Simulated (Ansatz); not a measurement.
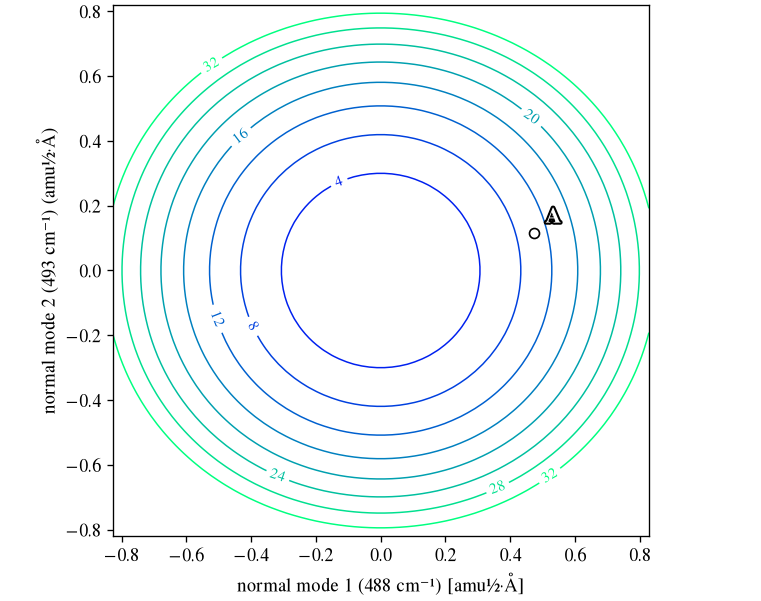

C3H2F, SMILES Fc1c[cH+]1, charge +1. First axis: normal mode 1 (488 cm⁻¹). Second axis: normal mode 2 (493 cm⁻¹). Nothing is relaxed (straight displacements along the two mass-weighted modes). The grid has 15 × 15 points; 64 points were computed and 161 follow by symmetry. All energies are given in kJ/mol relative to the lowest grid point. These are results of Ansatz 0.2.0, RKS PBE0-D4/def2-TZVP, not measurements.

Drawn: contour lines labelled in kJ/mol (none above 32), the point A. Between grid points the surface is interpolated.

> Is A at rest? If not, where is it pushed?

A, at normal mode 1 (488 cm⁻¹) = 0.473 amu½·Å, normal mode 2 (493 cm⁻¹) = 0.117 amu½·Å, is not a stationary point. The computed force is 41 kJ/mol for each amu½·Å towards smaller values of normal mode 1 (488 cm⁻¹) and 11 kJ/mol for each amu½·Å towards smaller values of normal mode 2 (493 cm⁻¹).
